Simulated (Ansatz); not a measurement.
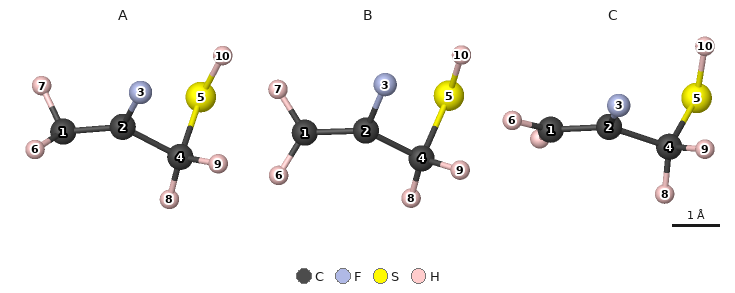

3 geometries from a converged minimum-energy path of C₃H₅FS, shuffled. The picture is a ball-and-stick view, seen at a tilt.

These are results of Ansatz, RKS PBE-D4/def2-SVP, not measurements. Set-up: 7 movable images; climbing image; force threshold 0.05 eV/Å; iteration limit 60; starting path by image-dependent pair potential.

Which of them lies highest in energy?

Answer. A. In order along the path, whose images run from 0 to 8: C (image 2, +16.4 kJ/mol), A (image 4, +308.4 kJ/mol), B (image 6, +68.4 kJ/mol). The motion is a rotation about the C1–C2 bond by about 180°. No bond forms or breaks between the ends. Among the angles between lasting bonds that change up to the highest image: C2–C1–H6 120.7° → 104.2°, H6–C1–H7 119.2° → 103.1°.

The run took 8.7 min on 2 threads of Arm Neoverse V1 (shared host), peak memory 0.19 GiB.
